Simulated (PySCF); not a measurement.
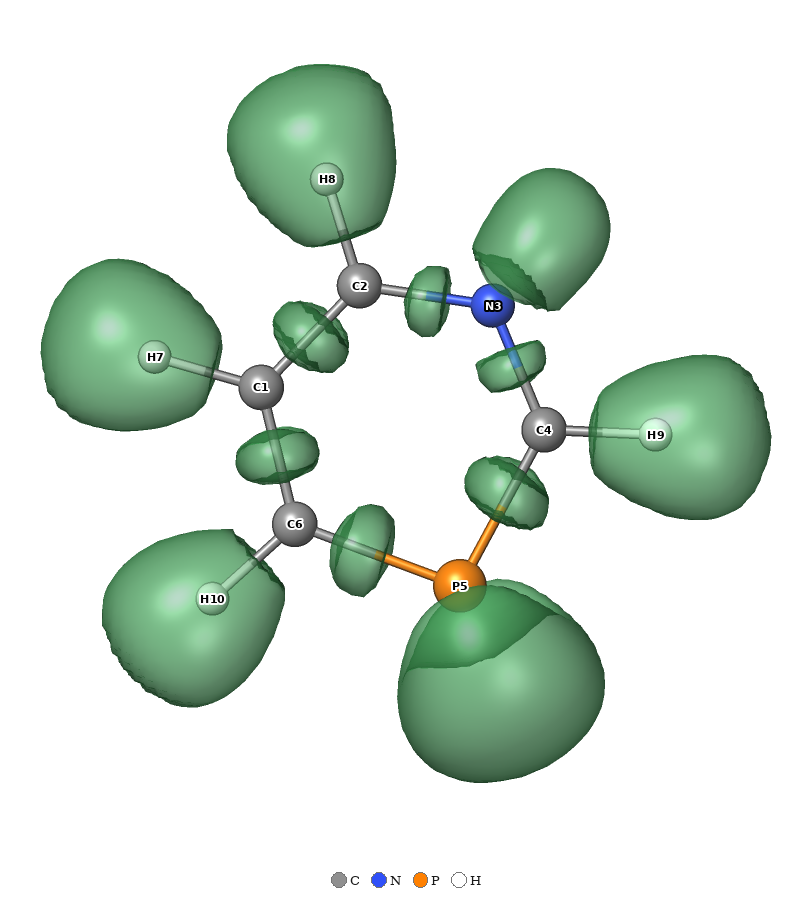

Figure 1: C4H4NP (SMILES c1cncpc1). Isosurface of the electron localisation function at 0.8 (green), seen across its widest extent. Only the valence region is drawn (cores and ρ < 0.01 e/Å³ removed).

Geometry: PBE0-D3(BJ)/def2-SVP.

The calculation used PBE0/pcSseg-1, SCF density, gas phase, non-relativistic (PySCF 2.14.0).

```xyz
10

C    -0.6831    0.0976    0.0583
C     0.1994    1.1111    0.4411
N     1.5199    0.9919    0.5408
C     2.1220   -0.1567    0.2694
P     1.4204   -1.6764   -0.2427
C    -0.2462   -1.1796   -0.2679
H    -1.7513    0.3319    0.0180
H    -0.2064    2.1000    0.6859
H     3.2162   -0.1448    0.3837
H    -0.9938   -1.9255   -0.5597
```

What do the ELF domains correspond to?

Answer. At this value the surface marks out two regions between bonded C–C atoms (shared pairs), two regions between bonded C–N atoms (shared pairs), two regions between bonded C–P atoms (shared pairs), four regions around hydrogen nuclei, one lobe on N, pointing away from the bonds (lone pairs) and one lobe on P, pointing away from the bonds (lone pairs). Profiles from the grid: C–N (1.32 Å): the ELF peaks at about 0.90 between the atoms (localised, covalent bonding). C–C (1.39 Å): the ELF peaks at about 0.95 between the atoms; localised, covalent bonding.
